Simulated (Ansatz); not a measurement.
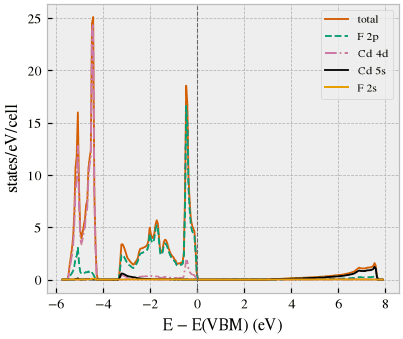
Figure: Total and projected density of states of CdF2 (fluorite, Fm-3m), DFT-PBE in the program Ansatz with PAW potentials

### Question
Which orbitals carry the states next to the gap?

### Answer
Top 1 eV of the valence band: F 2p 89 %, Cd 4d 10 %. Bottom 1 eV of the conduction band: Cd 5s 77 %, F 2s 14 %, F 2p 9 %. Projections are on Löwdin-orthogonalised atomic valence shells; empty p or d shells of many metals are not among them.

### Question
Where is the tallest occupied peak in this window, and what makes it?

### Answer
Near -4.4 eV, about 25 states/eV per cell; the largest projected share is Cd 4d.

The cell was relaxed with PBE under the symmetry of its start. Spin–orbit coupling is left out wherever it is not named.

Potentials: the later of the program's two PAW sets.
